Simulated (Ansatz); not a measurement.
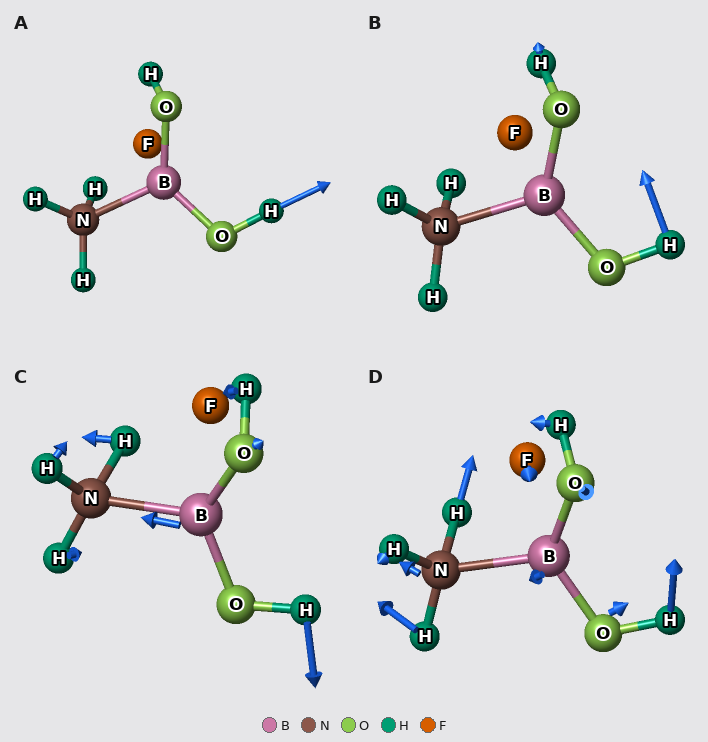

4 normal modes of one molecule or complex, as arrows. Harmonic vibrations computed with RKS PBE0-D4/def2-SVP (Ansatz 0.2.0) at a stationary point of the same level. It is a saddle point of order 1.

> Match the panels to the wavenumbers 408 cm⁻¹, 1017 cm⁻¹, 1284 cm⁻¹, 3913 cm⁻¹.

A: 3913 cm⁻¹, O–H stretching
B: 1017 cm⁻¹
C: 1284 cm⁻¹
D: 408 cm⁻¹
